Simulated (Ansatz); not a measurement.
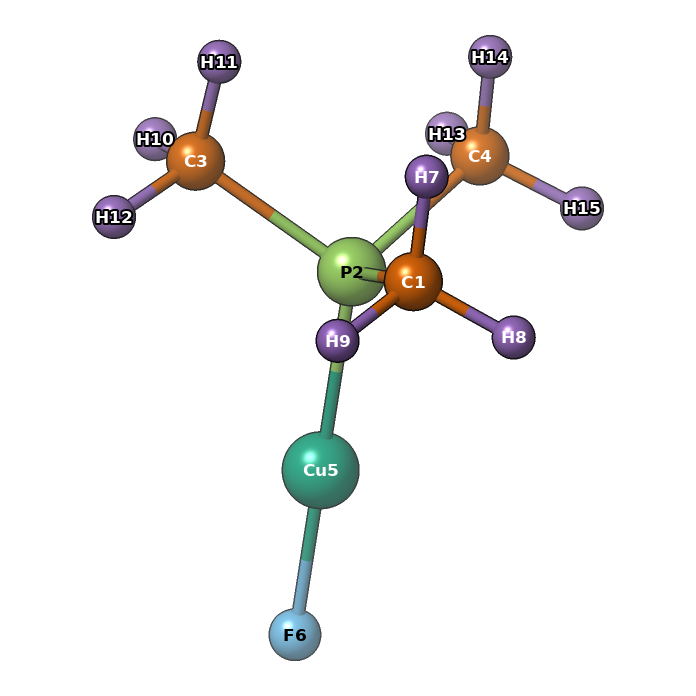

Simulated data, not a measurement (program: Ansatz).

P2 lies behind C1. The molecule seen a little off the C1–P2 bond, C1 in front. Distant atoms are faded towards the background colour. Charge +1, doublet. Geometry: the geometry of the neutral molecule. Other spin states may lie lower.

> What is the torsion angle H7–C1–P2–Cu5? The sign is positive where the front bond must turn clockwise to cover the back bond.

180°, antiperiplanar (anti). The bonds about C1–P2 are staggered.
